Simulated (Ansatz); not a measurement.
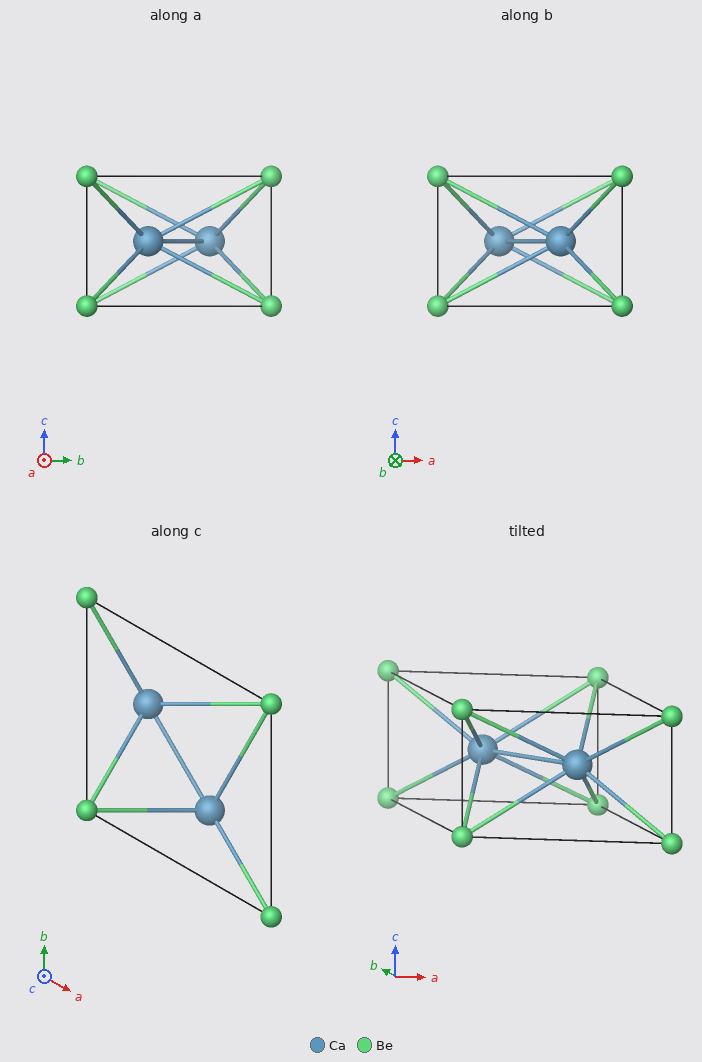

Ball-and-stick drawing of the structure, looking along the a axis, along the b axis, along the c axis and slightly off an axis. One conventional unit cell is framed, with atoms on its boundary repeated.

Lattice parameters: a = 5.266 Å, b = 5.266 Å, c = 3.209 Å, α = 90.00°, β = 90.00°, γ = 120.00°. Put a along x and b in the xy plane.

Convert the drawing into a POSCAR file.

```
Ca Be
1.0
     5.266    0.000    0.000
    -2.633    4.560    0.000
     0.000    0.000    3.209
Ca Be
2 1
Direct
  0.3333 0.6667 0.5000
  0.6667 0.3333 0.5000
  0.0000 0.0000 0.0000
```

Starting structure: a structure type filled with these elements by a generator (whether the compound takes this form wasn't checked). Atoms and cell were optimised with DFT PBE, scalar-relativistic, plane waves, PAW (Ansatz 0.2.0).
